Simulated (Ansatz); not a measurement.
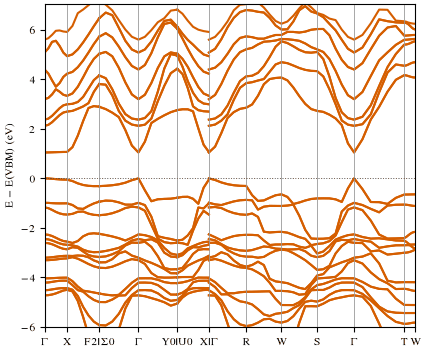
Figure. Band structure from r²SCAN with spin–orbit coupling (plane waves, PAW; program Ansatz)

**Question.** Read off the gap and where the band edges lie.

**Answer.** About 1.0 eV (1.05 eV by a search for the band edges); maximum at Γ, minimum at Γ.

The material is Sr2TaNO3 in space group Immm (No. 71; Pearson symbol oI14).

The first step of the workflow began from a Materials Project structure, measured or hypothetical; the Crystallography Open Database copy checked does not list it. With N and O taken as one species the cell has the higher symmetry I4/mmm, so it may be an ordered model of a mixed-site phase. Whether it is the stable phase at ambient conditions was not checked. The cell was relaxed with r²SCAN under the symmetry of its start; its stability against distortions is not shown here. The run is not spin-polarised.

Potentials: the later of the program's two PAW sets.
